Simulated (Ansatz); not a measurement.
# Mo wire along [100], 13 atoms a period: bands along the axis

Wanted: the relaxed geometry and the bands of the Mo wire along [100], 13 atoms a period.

Program: Ansatz 0.2.0. Level of theory: DFT PBE, plane waves, PAW; relaxation of a wire's period; PAW set soft_1, in the first sound run; inputs show where later runs differ. Results are calculated unless marked as measured.

## (1) The structure

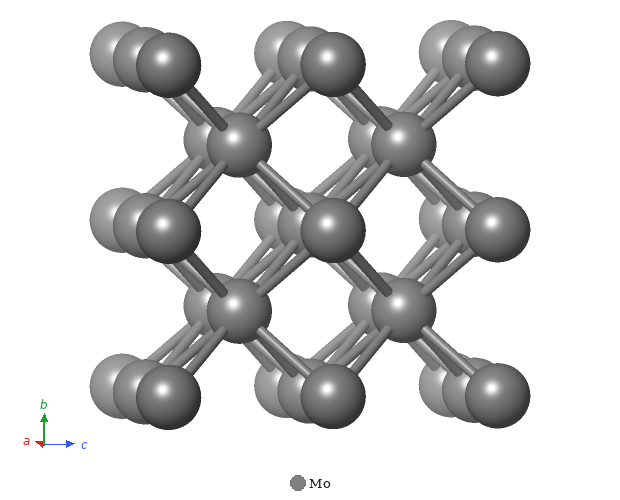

Start, viewed from the side, with the c axis across the page; molybdenum grey. 1×1×2 cells are drawn. Some periodic images of atoms are drawn too.

The cell holds 13 atoms: 13 Mo. Its edges and angles: a = 13.120 Å, b = 13.120 Å, c = 3.160 Å, α = 90.0°, β = 90.0°, γ = 90.0°. Vacuum lies along a and b. The structure's axis is c.

## (2) The relaxed wire

Band widths follow the bond lengths, so the wire is relaxed first. The atoms and the third cell vector are free; the box across stays fixed as vacuum. A Fermi-Dirac smearing is set since the result may be a metal. The pressure printed is a third of the stress's trace over the whole box, vacuum included; only the stress along the axis is relaxed.

input.yaml

```yaml
crystal:
  lattice:
    - [13.12, 0.0, 0.0]
    - [0.0, 13.12, 0.0]
    - [0.0, 0.0, 3.16]
  atoms:
    - { symbol: Mo, position: [0.259146341, 0.259146341, 0.0] }
    - { symbol: Mo, position: [0.259146341, 0.5, 0.0] }
    - { symbol: Mo, position: [0.259146341, 0.740853659, 0.0] }
    - { symbol: Mo, position: [0.5, 0.259146341, 0.0] }
    - { symbol: Mo, position: [0.5, 0.5, 0.0] }
    - { symbol: Mo, position: [0.5, 0.740853659, 0.0] }
    - { symbol: Mo, position: [0.740853659, 0.259146341, 0.0] }
    - { symbol: Mo, position: [0.740853659, 0.5, 0.0] }
    - { symbol: Mo, position: [0.740853659, 0.740853659, 0.0] }
    - { symbol: Mo, position: [0.379573171, 0.379573171, 0.5] }
    - { symbol: Mo, position: [0.379573171, 0.620426829, 0.5] }
    - { symbol: Mo, position: [0.620426829, 0.379573171, 0.5] }
    - { symbol: Mo, position: [0.620426829, 0.620426829, 0.5] }
kpoints:
  mp_grid: { grid: [1, 1, 26] }
scf:
  occupations: { method: fermi_dirac, width: 0.05 }
hamiltonian:
  xc: pbe
  pseudopotentials: { kind: paw, azcp: { folder: soft_1 } }
relax:
  cell: { fix: [a, b, alpha, beta, gamma] }
  max_steps: 45
  f_tol: 0.03
```

On the command line:

```
$ ansatz run input.yaml --threads 4 --pin off --max-ram 16384MiB --backend cpu --events-out ev --progress --plain --runs-dir out
```

Numbers of over 12 decimals in the logs are rounded to 6 here.

What it wrote:

```text
Engine: ansatz 0.2.0, aarch64-unknown-linux-gnu
Pseudopotentials: kind: paw
Pseudopotential: Mo, paw, valence charge 14, recommended cutoff 420 eV (normal), soft_1/Mo.paw.azcp
Functional definition: PBE
  parameter kappa = 0.804
  parameter beta = 0.066725
  exchange = pbe_x(kappa = kappa, mu = beta*pi^2/3)
  correlation = pbe_c(beta = beta)
Crystal: 13 atoms, lattice volume = 543.945 Å³
Basis set: ecut = 420 eV, 10659 PW (Γ), exchange–correlation on 180×180×48 points (8 copies of the dense FFT grid, shifted against one another)
Bands: 110, of which v1, the nominal top of the filled ones, is band 91 counted from 1 (90 counted from 0)
Symmetry: 16 space group operations
Space group: P4/mmm (ITA 123), of the structure as read, at distance tolerance 8.2e-5 Å
k-points: 14 of 26
Non-local potential: Mo, projectors of the file, l = 0: 3, l = 1: 2, l = 2: 2, l = 3: 1
PAW form: soft (Blöchl's): semilocal exchange-correlation on the pseudo side does not see the compensation charge
PAW one-centre angular grid: Mo, 590 points (default); XC on 64 Gauss nodes
Initial density: superposition of atomic densities (neutral atoms: chi_scale 0, normalization atom)
Initial wavefunctions: pseudopotential atomic-orbital guess
Functional: x = pbe(κ = 0.804, μ = 0.219515), c = pbe(β = 0.066725)
SCF iter   1: F=—  HF=-64420.301855 eV  |F-HF|=—  |Δ(HF+E_count)|=         —  Δρ=7.48e-2  dr2=1.91e2  ethr=3.10e-3  ⟨swp⟩=8.7  Hψ=6467  notcnv=0
preconditioner: auto → LDOS  [metal: Δε(μ)=0.007 eV  Ē_g=3.695 eV  σ=0.050 eV  W_gap=0.04  n_scr=110 (ndim 8)  ℏωp=14.1 eV  f_vac=0.416  D(μ)=23.04/eV (n_scr^D=198)  β→1.0]
SCF iter   2: F=—  HF=-64411.707341 eV  |F-HF|=—  |Δ(HF+E_count)|=    8.59e0  Δρ=6.08e-2  dr2=1.30e2  ethr=3.10e-3  ⟨swp⟩=5.1  Hψ=4441  notcnv=0  defer=8
SCF iter   3: F=—  HF=-64404.865043 eV  |F-HF|=—  |Δ(HF+E_count)|=    6.84e0  Δρ=1.47e-2  dr2=4.55e0  ethr=3.10e-3  ⟨swp⟩=4.2  Hψ=3994  notcnv=0  defer=5
SCF iter   4: F=—  HF=-64404.542010 eV  |F-HF|=—  |Δ(HF+E_count)|=   3.23e-1  Δρ=5.14e-3  dr2=2.17e-1  ethr=2.50e-3  ⟨swp⟩=2.6  Hψ=2052  notcnv=0  defer=3
SCF iter   5: F=—  HF=-64404.524414 eV  |F-HF|=—  |Δ(HF+E_count)|=   1.76e-2  Δρ=2.08e-3  dr2=2.88e-2  ethr=1.19e-4  ⟨swp⟩=4.0  Hψ=3606  notcnv=0  defer=3
SCF iter   6: F=—  HF=-64404.527544 eV  |F-HF|=—  |Δ(HF+E_count)|=   3.13e-3  Δρ=9.12e-4  dr2=1.40e-2  ethr=1.58e-5  ⟨swp⟩=2.0  Hψ=2352  notcnv=0  defer=3
SCF iter   7: F=—  HF=-64404.528194 eV  |F-HF|=—  |Δ(HF+E_count)|=   6.49e-4  Δρ=3.29e-4  dr2=2.02e-3  ethr=7.70e-6  ⟨swp⟩=2.0  Hψ=2043  notcnv=0  defer=3
SCF iter   8: F=—  HF=-64404.528351 eV  |F-HF|=—  |Δ(HF+E_count)|=   1.57e-4  Δρ=1.29e-4  dr2=1.97e-4  ethr=1.11e-6  ⟨swp⟩=2.0  Hψ=2030  notcnv=0  defer=3
SCF iter   9: F=—  HF=-64404.528410 eV  |F-HF|=—  |Δ(HF+E_count)|=   5.97e-5  Δρ=4.21e-5  dr2=2.39e-5  ethr=1.08e-7  ⟨swp⟩=2.0  Hψ=2106  notcnv=0  defer=3
SCF iter  10: F=—  HF=-64404.528634 eV  |F-HF|=—  |Δ(HF+E_count)|=   2.24e-4  Δρ=1.65e-5  dr2=3.11e-6  ethr=1.31e-8  ⟨swp⟩=2.3  Hψ=2155  notcnv=0  defer=3
SCF iter  11: F=—  HF=-64404.528635 eV  |F-HF|=—  |Δ(HF+E_count)|=   5.80e-7  Δρ=6.66e-6  dr2=5.89e-7  ethr=1.71e-9  ⟨swp⟩=2.2  Hψ=2230  notcnv=0  defer=3
SCF iter  12: F=-64404.528635 eV  HF=-64404.528635 eV  |F-HF|=9.47e-9  |Δ(HF+E_count)|=   2.30e-7  Δρ=2.54e-6  dr2=5.51e-8  ethr=5.49e-11  ⟨swp⟩=3.9  Hψ=5784  notcnv=0
SCF 1 converged in 12 iterations: F = -64404.528635 eV  dr2 = 5.51e-8
  greatest PAW one-centre occupation: 0.999 electrons in one spin orbital (limit 2), on the Mo atom at site 12 (counted from 0), in its partial waves of l = 0
relax step   1: F+E_penalty+E_count = -64404.52863508 eV  Δ(F+E_penalty+E_count) = +0.000e0 eV  max|allowed force component| = 2.329e0 eV/Å  Δτ_max = 0.0000 Å  P = -9.007 GPa  Ω = 543.945 Å³  fix = [a, b, alpha, beta, gamma]  reactions: a -8.445, b -8.445 GPa  (12 SCF iters, dr2 threshold 1.00e-7 eV, accepted)
Crystal: 13 atoms, lattice volume = 525.311 Å³
Basis set: ecut = 420 eV, 10219 PW (Γ), exchange–correlation on 180×180×48 points (8 copies of the dense FFT grid, shifted against one another)
Initial density: handed on by an earlier stage of this run
Initial wavefunctions: those handed on with the density
SCF iter   1: F=—  HF=-64407.979569 eV  |F-HF|=—  |Δ(HF+E_count)|=         —  Δρ=2.09e-2  dr2=6.58e0  ethr=3.10e-3  ⟨swp⟩=12.8  Hψ=7335  notcnv=0
preconditioner: auto → LDOS  [metal: Δε(μ)=0.014 eV  Ē_g=3.381 eV  σ=0.050 eV  W_gap=0.07  n_scr=94 (ndim 8)  ℏωp=14.3 eV  f_vac=0.453  D(μ)=28.36/eV (n_scr^D=274)  β→1.0]
SCF iter   2: F=—  HF=-64407.776018 eV  |F-HF|=—  |Δ(HF+E_count)|=   2.04e-1  Δρ=1.33e-2  dr2=2.14e0  ethr=3.10e-3  ⟨swp⟩=2.6  Hψ=2536  notcnv=0  defer=25
SCF iter   3: F=—  HF=-64407.589149 eV  |F-HF|=—  |Δ(HF+E_count)|=   1.87e-1  Δρ=4.03e-3  dr2=2.79e-1  ethr=1.18e-3  ⟨swp⟩=2.5  Hψ=2310  notcnv=0  defer=25
SCF iter   4: F=—  HF=-64407.574232 eV  |F-HF|=—  |Δ(HF+E_count)|=   1.49e-2  Δρ=9.09e-4  dr2=9.82e-3  ethr=1.53e-4  ⟨swp⟩=2.4  Hψ=2191  notcnv=0  defer=25
SCF iter   5: F=—  HF=-64407.573969 eV  |F-HF|=—  |Δ(HF+E_count)|=   2.63e-4  Δρ=3.29e-4  dr2=2.03e-3  ethr=5.39e-6  ⟨swp⟩=2.1  Hψ=2149  notcnv=0  defer=19
SCF iter   6: F=—  HF=-64407.574172 eV  |F-HF|=—  |Δ(HF+E_count)|=   2.03e-4  Δρ=9.23e-5  dr2=5.25e-5  ethr=1.12e-6  ⟨swp⟩=1.9  Hψ=1634  notcnv=0  defer=19
SCF iter   7: F=—  HF=-64407.574482 eV  |F-HF|=—  |Δ(HF+E_count)|=   3.11e-4  Δρ=2.62e-5  dr2=4.84e-6  ethr=2.88e-8  ⟨swp⟩=2.8  Hψ=2264  notcnv=0  defer=18
SCF iter   8: F=-64407.574484 eV  HF=-64407.574484 eV  |F-HF|=1.35e-8  |Δ(HF+E_count)|=   1.85e-6  Δρ=9.09e-6  dr2=6.85e-7  ethr=7.14e-10  ⟨swp⟩=5.6  Hψ=5687  notcnv=0
SCF 2 converged in 8 iterations: F = -64407.574484 eV  dr2 = 6.85e-7
relax step   2: F+E_penalty+E_count = -64407.57448400 eV  Δ(F+E_penalty+E_count) = -3.046e0 eV  max|allowed force component| = 8.877e-1 eV/Å  Δτ_max = 0.1948 Å  P = -2.368 GPa  Ω = 525.311 Å³  energy of the carried Pulay correction = +1.532e-3 eV  fix = [a, b, alpha, beta, gamma]  reactions: a -2.545, b -2.545 GPa  (8 SCF iters, dr2 threshold 1.30e-6 eV, accepted)
Crystal: 13 atoms, lattice volume = 519.976 Å³
Basis set: ecut = 420 eV, 10091 PW (Γ), exchange–correlation on 180×180×48 points (8 copies of the dense FFT grid, shifted against one another)
SCF iter   1: F=—  HF=-64408.908979 eV  |F-HF|=—  |Δ(HF+E_count)|=         —  Δρ=2.52e-2  dr2=9.69e0  ethr=3.10e-3  ⟨swp⟩=10.4  Hψ=6244  notcnv=0  defer=2
preconditioner: auto → LDOS  [metal: Δε(μ)=0.036 eV  Ē_g=3.579 eV  σ=0.050 eV  W_gap=0.17  n_scr=94 (ndim 8)  ℏωp=14.4 eV  f_vac=0.467  D(μ)=17.65/eV (n_scr^D=130)  β→1.0]
[...]
SCF iter   8: F=—  HF=-64408.358762 eV  |F-HF|=—  |Δ(HF+E_count)|=   4.86e-6  Δρ=1.82e-5  dr2=3.57e-6  ethr=7.14e-10  ⟨swp⟩=5.6  Hψ=5998  notcnv=0
SCF iter   9: F=-64408.358763 eV  HF=-64408.358763 eV  |F-HF|=1.15e-7  |Δ(HF+E_count)|=   4.09e-7  Δρ=4.86e-6  dr2=3.26e-7  ethr=7.14e-10  ⟨swp⟩=4.6  Hψ=4796  notcnv=0
SCF 3 converged in 9 iterations: F = -64408.358763 eV  dr2 = 3.26e-7
relax step   3: F+E_penalty+E_count = -64408.35876260 eV  Δ(F+E_penalty+E_count) = -7.843e-1 eV  max|allowed force component| = 6.709e-1 eV/Å  Δτ_max = 0.1950 Å  P = +1.327 GPa  Ω = 519.976 Å³  energy of the carried Pulay correction = +1.980e-3 eV  fix = [a, b, alpha, beta, gamma]  reactions: a +0.901, b +0.901 GPa  (9 SCF iters, dr2 threshold 1.30e-6 eV, accepted)
[...]
relax step   4: F+E_penalty+E_count = -64408.51763179 eV  Δ(F+E_penalty+E_count) = -1.589e-1 eV  max|allowed force component| = 1.172e-1 eV/Å  Δτ_max = 0.0904 Å  P = +0.684 GPa  Ω = 527.468 Å³  energy of the carried Pulay correction = +1.352e-3 eV  fix = [a, b, alpha, beta, gamma]  reactions: a +0.597, b +0.597 GPa  (9 SCF iters, dr2 threshold 1.30e-6 eV, accepted)
[...]
relax step   5: F+E_penalty+E_count = -64408.53493417 eV  Δ(F+E_penalty+E_count) = -1.730e-2 eV  max|allowed force component| = 6.463e-2 eV/Å  Δτ_max = 0.0248 Å  P = -0.067 GPa  Ω = 529.533 Å³  energy of the carried Pulay correction = +1.180e-3 eV  fix = [a, b, alpha, beta, gamma]  reactions: a -0.130, b -0.130 GPa  (7 SCF iters, dr2 threshold 1.30e-6 eV, accepted)
[...]
relax step   6: F+E_penalty+E_count = -64408.53629778 eV  Δ(F+E_penalty+E_count) = -1.364e-3 eV  max|allowed force component| = 3.179e-2 eV/Å  Δτ_max = 0.0079 Å  P = -0.021 GPa  Ω = 530.508 Å³  energy of the carried Pulay correction = +1.099e-3 eV  fix = [a, b, alpha, beta, gamma]  reactions: a -0.029, b -0.029 GPa  (7 SCF iters, dr2 threshold 2.61e-7 eV, accepted)
[...]
relax step   7: F+E_penalty+E_count = -64408.53655161 eV  Δ(F+E_penalty+E_count) = -2.538e-4 eV  max|allowed force component| = 4.697e-3 eV/Å  Δτ_max = 0.0027 Å  P = -0.007 GPa  Ω = 530.751 Å³  energy of the carried Pulay correction = +1.079e-3 eV  fix = [a, b, alpha, beta, gamma]  reactions: a -0.009, b -0.009 GPa  (6 SCF iters, dr2 threshold 6.32e-8 eV, accepted)
Initial wavefunctions: pseudopotential atomic-orbital guess (no wavefunctions were taken with the density)
iter 1 solved again at ethr=8.98e-7 eV; its pass at ethr=3.10e-3 eV (dr2=1.63e-3 eV) is discarded
SCF iter   1: F=—  HF=-64408.535292 eV  |F-HF|=—  |Δ(HF+E_count)|=         —  Δρ=3.78e-5  dr2=1.24e-6  ethr=8.98e-7  ⟨swp⟩=4.1  Hψ=10813  notcnv=0
eigensolver tolerance schedule: the retry pair's looser diagonalisation over-reported the residual by 1319.56 of it (diagonalisation noise at 0.62 of the residual, at the tolerance the schedule requests for it); recorded, not acted on — ethr = c·dr2/N_el stays at c = 1.0e-1
preconditioner: auto → LDOS  [metal: Δε(μ)=0.019 eV  Ē_g=3.484 eV  σ=0.050 eV  W_gap=0.10  n_scr=94 (ndim 8)  ℏωp=14.2 eV  f_vac=0.467  D(μ)=14.56/eV (n_scr^D=86)  β→1.0]
SCF iter   2: F=—  HF=-64408.535246 eV  |F-HF|=—  |Δ(HF+E_count)|=   4.60e-5  Δρ=7.43e-6  dr2=2.11e-7  ethr=6.80e-10  ⟨swp⟩=3.6  Hψ=3420  notcnv=0
SCF iter   3: F=—  HF=-64408.535246 eV  |F-HF|=—  |Δ(HF+E_count)|=   5.62e-8  Δρ=2.26e-6  dr2=4.01e-8  ethr=1.16e-10  ⟨swp⟩=2.1  Hψ=2831  notcnv=0
SCF iter   4: F=—  HF=-64408.535246 eV  |F-HF|=—  |Δ(HF+E_count)|=   9.45e-9  Δρ=4.50e-7  dr2=1.54e-9  ethr=2.20e-11  ⟨swp⟩=3.3  Hψ=3111  notcnv=0
SCF iter   5: F=—  HF=-64408.535246 eV  |F-HF|=—  |Δ(HF+E_count)|=  1.09e-10  Δρ=1.68e-7  dr2=3.39e-10  ethr=1.00e-12  ⟨swp⟩=2.9  Hψ=3014  notcnv=0
SCF iter   6: F=-64408.535246 eV  HF=-64408.535246 eV  |F-HF|=3.64e-11  |Δ(HF+E_count)|=  4.37e-11  Δρ=7.61e-8  dr2=1.26e-10  ethr=1.00e-12  ⟨swp⟩=5.0  Hψ=4933  notcnv=0
SCF 8 converged in 6 iterations: F = -64408.535246 eV  dr2 = 1.26e-10
relax step   8: F+E_penalty+E_count = -64408.53524551 eV  Δ(F+E_penalty+E_count) = +1.306e-3 eV  max|allowed force component| = 4.536e-3 eV/Å  Δτ_max = 0.0000 Å  P = -0.004 GPa  Ω = 530.751 Å³  fix = [a, b, alpha, beta, gamma]  reactions: a -0.005, b -0.005 GPa  stress off target by 1.35e-3 GPa on what of the cell is left free  SCF on the basis re-selected at this cell (its energy is not comparable with the rows above)  (6 SCF iters)
basis re-selected at this cell: Δ(F+E_penalty+E_count) = +1.306e-3 eV, ΔP = +0.003 GPa vs the last step (what re-selecting the basis moved, of the pressure what is left beyond the Pulay correction that the steps carried, after the strain that the cell walked since its last selection, with what the two solves' SCF thresholds leave and, on support functions, any second-order correction that the steps lacked; it is no m [...]
SCF converged after 6 iterations
Free energy (F): -64408.535246 eV
Harris-Foulkes:  -64408.535246 eV  (|F-HF|=3.64e-11)
Internal energy: -64408.412032 eV  (E = F + TS)
E sigma→0 (E₀):  -64408.473639 eV
Entropy (-TS):   -0.123214 eV (-9.478 meV/atom)
Fermi energy:    5.810907 eV
--- Per-component energies (eV) ---
  E_band       = -3439.086835
  E_kinetic    = 5487.788891
  E_local      = -73943.620045  (includes V_loc(G=0)·N_el)
  E_nonlocal   = 1956.268124
  E_hartree    = 33992.439530
  E_xc         = -2273.824285
  E_vxc        = -2832.601845  (∫ρ·V_xc dr)
  E_paw        = -41763.841723  (= ΣΔE_a)
  E_vpaw       = -2091.804676  (= ΣTr[D̂ρ^β])
  E_aug_tail   = 0.000653  (compensation charges beyond the density's cutoff)
  E_ewald      = 12136.376823
  E_smearing   = -0.123214  (= −TS)
  E_closure    = -0.000000  (closes the sum)
  Σ components = -64408.535246   (vs F -64408.535246, Δ=0.00e0)
--- Forces (eV/Å), atoms counted from 1 ---
  atom   1  Mo     0.00323381     0.00323381     0.00000000
  atom   2  Mo     0.00453629     0.00000000     0.00000000
  atom   3  Mo     0.00323381    -0.00323381     0.00000000
  atom   4  Mo     0.00000000     0.00453629    -0.00000000
  atom   5  Mo     0.00000000     0.00000000     0.00000000
  atom   6  Mo     0.00000000    -0.00453629     0.00000000
  atom   7  Mo    -0.00323381     0.00323381    -0.00000000
  atom   8  Mo    -0.00453629     0.00000000    -0.00000000
  atom   9  Mo    -0.00323381    -0.00323381    -0.00000000
  atom  10  Mo    -0.00364761    -0.00364761    -0.00000000
  atom  11  Mo    -0.00364761     0.00364761    -0.00000000
  atom  12  Mo     0.00364761    -0.00364761     0.00000000
  atom  13  Mo     0.00364761     0.00364761     0.00000000
  max |Σ_I F_I| component: 2.60e-18 eV/Å
--- Stress (GPa, compression-positive) ---
       -0.005285      -0.000000      -0.000000
       -0.000000      -0.005285      -0.000000
       -0.000000      -0.000000      -0.001348
  P = ⅓ Tr σ = -0.0040 GPa (-0.040 kbar)
--- Relaxed structure (7 steps of the walk, 7 accepted, 1 SCFs on fresh bases) ---
  F+E_penalty+E_count = -64408.53524551 eV   max|allowed force component| = 4.536e-3 eV/Å   (the final SCF, on the basis selected at the relaxed cell)
  cell:  # Å, volume = 530.7508 Å³
    - [13.12, 0.0, 0.0]
    - [0.0, 13.12, 0.0]
    - [0.0, 0.0, 3.083351]
  atoms:
    - { symbol: Mo, position: [0.284154, 0.284154, 0.0] }
    - { symbol: Mo, position: [0.256573, 0.500000, 0.0] }
    - { symbol: Mo, position: [0.284154, 0.715846, 0.0] }
    - { symbol: Mo, position: [0.500000, 0.256573, 0.0] }
    - { symbol: Mo, position: [0.500000, 0.500000, 0.0] }
    - { symbol: Mo, position: [0.500000, 0.743427, 0.0] }
    - { symbol: Mo, position: [0.715846, 0.284154, 0.0] }
    - { symbol: Mo, position: [0.743427, 0.500000, 0.0] }
    - { symbol: Mo, position: [0.715846, 0.715846, 0.0] }
    - { symbol: Mo, position: [0.383056, 0.383056, 0.5] }
    - { symbol: Mo, position: [0.383056, 0.616944, 0.5] }
    - { symbol: Mo, position: [0.616944, 0.383056, 0.5] }
    - { symbol: Mo, position: [0.616944, 0.616944, 0.5] }
```

Run time: 2.5 min. Hardware: 4 threads of Arm Neoverse V1, shared host; peak memory 1.8 GiB; 9.8 min of CPU time.

(Part 1 of 2 ends here.)

[Logs are printed without paths, hosts, clocks, repeated set-up lines and the standing remarks that a program may print on its own settings, such as how far it seeks lower states.]

[Hosts, paths, dates, database ids (printed as entryN), source tags and the programs' standing remarks are cut or masked in the printed files.]
